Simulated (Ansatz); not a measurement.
FGaH2···H2

Input

```
crystal:
  periodic: [false, false, false]
  atoms:
    - { symbol: Ga, position_ang: [0.021371, -0.43649, -0.431651] }
    - { symbol: H, position_ang: [0.014478, -0.040609, 2.310417] }
    - { symbol: H, position_ang: [1.428059, 0.154287, -0.763052] }
    - { symbol: H, position_ang: [-1.410799, 0.10643, -0.745629] }
    - { symbol: F, position_ang: [0.050351, -1.988833, 0.342743] }
    - { symbol: H, position_ang: [0.02494, -0.706686, 2.039473] }
basis:
  gaussian: { orbitals: def2-SVP }
hamiltonian:
  xc: b3lyp
relax:
  f_tol: 0.03
  max_steps: 50
output:
  orbitals: {}
```

Command:

```sh
ansatz run input.yaml --threads 1 --pin off --max-ram 2048MiB --backend cpu --events-out ev --progress --plain --runs-dir out
```

The fields are those of the run's last geometry, not of the input's.

Theory: RKS B3LYP/def2-SVP (Ansatz 0.2.0).

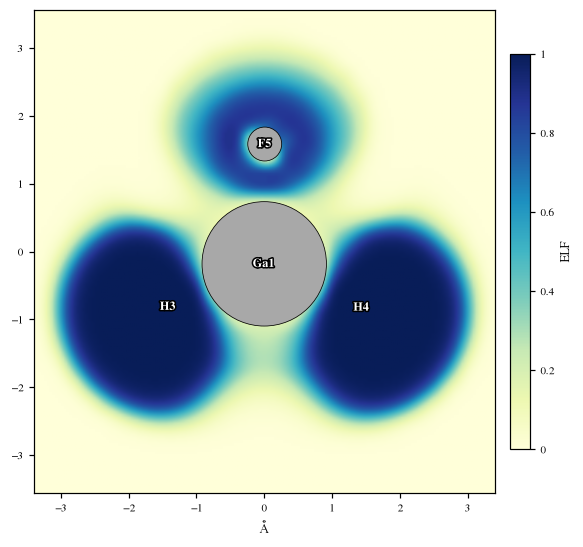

Figure 1. Electron localisation function on the plane of atoms H3, Ga1 and H4. Grey discs cover the atomic cores.

### Describe what can be read from this map.

The section cuts through Ga, H and F sites. Ga–F (1.77 Å): the ELF peaks at about 0.85 in the valence shell of F, 0.6 Å from its nucleus, and is about 0.15 at the midpoint. Ga–H (1.56 Å): the ELF climbs to about 1 towards the hydrogen. The ELF also peaks beside F5, away from the bonds: lone-pair regions.

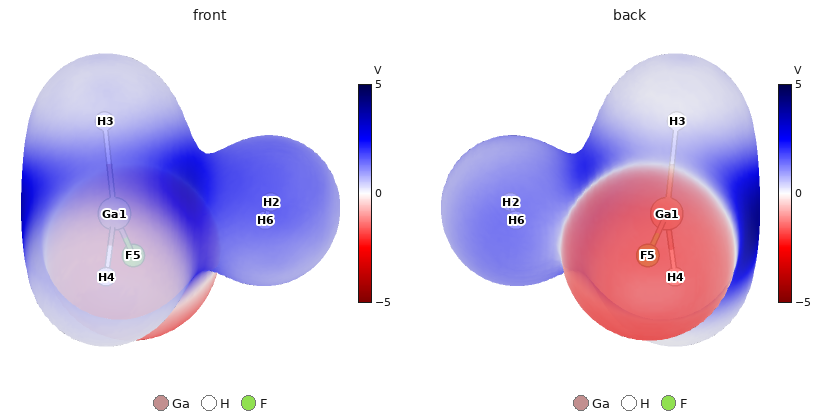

Figure 2. The electrostatic potential painted on the density surface at 0.004 e/bohr³, seen from the front and from behind; red is negative and blue positive.

### Where is the surface potential most negative and most positive?

The most negative region (about −1.8 V, or −42 kcal/mol for a unit charge) lies over F5, the most positive (about +4.0 V, or +92 kcal/mol for a unit charge) over Ga1.

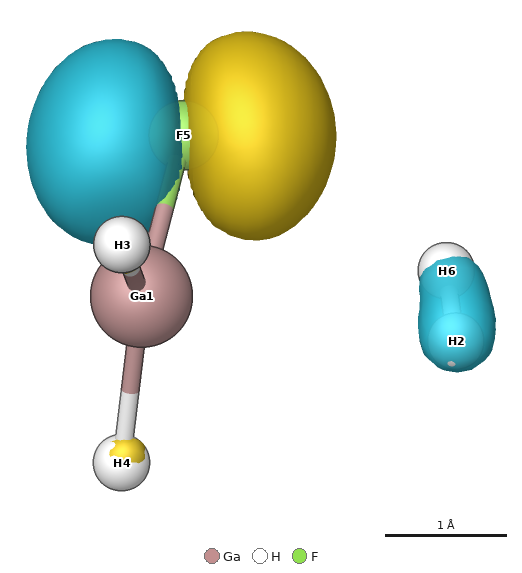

Figure 3. The HOMO−1 at ±0.15 Å⁻³ᐟ² (yellow and cyan are the two phases), seen from one side.

### Describe this orbital and give its energy.

It lies mainly on F5 (about 80 %) and Ga1 (about 10 %); largely a lone pair of F5. Its energy is −9.99 eV.
